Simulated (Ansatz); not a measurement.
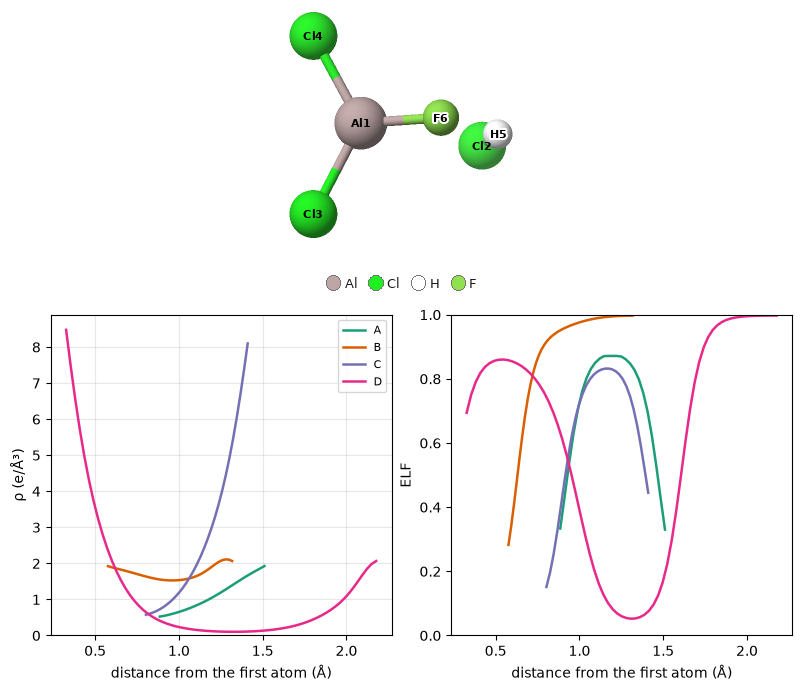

Figure 1: AlCl₂F···HCl. Total electron density and ELF along straight lines between neighbouring atoms. The curves leave out the atomic cores. The structure is drawn too.

Not at a stationary point (largest force 1.4 eV/Å).

Method: Ansatz, RKS PBE-D4/def2-SVP.

```json
{"atom": "Al", "x (Å)": "-0.7283", "y (Å)": "-0.7066", "z (Å)": "-0.0419"}
{"atom": "Cl", "x (Å)": "1.6837", "y (Å)": "1.8208", "z (Å)": "-0.4842"}
{"atom": "Cl", "x (Å)": "-0.0335", "y (Å)": "-2.2979", "z (Å)": "-1.1936"}
{"atom": "Cl", "x (Å)": "-2.5507", "y (Å)": "0.2485", "z (Å)": "-0.3704"}
{"atom": "H", "x (Å)": "1.4841", "y (Å)": "1.2464", "z (Å)": "0.6845"}
{"atom": "F", "x (Å)": "0.1448", "y (Å)": "-0.3112", "z (Å)": "1.4055"}
```

Which curve belongs to which contact (Al–Cl, Al–F, Cl–H and F–H)? The first atom named is at distance zero.

Curve A: Al–Cl (2.08 Å): the density is about 0.72 e/Å³ at the midpoint; the ELF peaks at about 0.85 in the valence shell of Cl, 0.9 Å from its nucleus, and is about 0.80 at the midpoint. Curve B: Cl–H (1.32 Å): the density is about 1.8 e/Å³ at the midpoint; the ELF climbs to about 1 towards the hydrogen, as it does in any bond to H. Curve C: Al–F (1.74 Å): ρ is about 0.68 e/Å³ halfway; the ELF peaks at about 0.85 in the valence shell of F, 0.6 Å from its nucleus, and is about 0.35 at the midpoint. Curve D: F6···H5 (2.18 Å): the density falls to about 0.1 e/Å³ on the way; the ELF dips to about 0.05 between them.
